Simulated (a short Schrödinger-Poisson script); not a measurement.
System: MOS inversion layer, SiO2 on p-type Si(100), at 300 K.

```tsv
layer	material	thickness (nm)	Na (cm⁻³)
1	SiO2	1.7	-
2	Si	210	4.1e18
```

The device is made up for the run: typed textbook-type constants, with dimensions and the other settings drawn at random. SiO2: permittivity 3.9, conduction-band edge (eV) 3.15, gap (eV) 9, electron mass (mₑ) 0.5. Si: permittivity 11.7, conduction-band edge (eV) 0, gap (eV) 1.124, Nv at 300 K (cm⁻³) 3.1e19.

Channel valleys (confinement mass, in-plane density-of-states mass, number): Δ2 0.916, 0.19, 2; Δ4 0.19, 0.417, 4. At the gate the conduction-band edge of layer 1 lies 3.48 eV − eVg above the Fermi level of the channel; the field vanishes at the back. Gaps are held at their typed values at every temperature. Mesh 0.03 nm at interfaces.

From a short Schrödinger-Poisson script (our own, NumPy): 1D Poisson equation in equilibrium, electrons quantum, Hartree (BenDaniel-Duke, 12 states a valley, the channel's in-plane mass for all, wave functions free to enter the dielectric), parabolic valleys, classical holes, full ionisation, no traps, pinning or gate leakage.

Only gate voltages with over 1e8 electrons/cm² are shown.

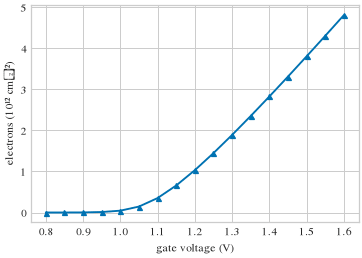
Fig. 1. Sheet density against gate voltage

| Vg (V) | electrons (cm⁻²) | C (μF/cm²) | Δ2 E0 (meV) | Δ2 E1 (meV) | Δ4 E0 (meV) | Δ4 E1 (meV) |
|---|---|---|---|---|---|---|
| 0.8 | 1.77e8 | 0.462 | 263.5 | 392.5 | 351.9 | 560.4 |
| 0.9 | 2.92e9 | 0.457 | 190.7 | 323.7 | 281.4 | 497.1 |
| 1 | 4.50e10 | 0.573 | 119.6 | 256.4 | 212.5 | 434.8 |
| 1.1 | 3.52e11 | 1.06 | 65.4 | 205.6 | 160.3 | 387.7 |
| 1.2 | 1.03e12 | 1.38 | 35.7 | 178.8 | 132.3 | 363.0 |
| 1.3 | 1.89e12 | 1.51 | 17.6 | 163.5 | 115.9 | 349.1 |
| 1.4 | 2.83e12 | 1.58 | 4.5 | 153.1 | 104.4 | 339.8 |
| 1.5 | 3.81e12 | 1.62 | -6.0 | 145.2 | 95.5 | 332.8 |
| 1.6 | 4.81e12 | 1.65 | -15.0 | 138.8 | 88.1 | 327.2 |

Subbands count from the Fermi level.
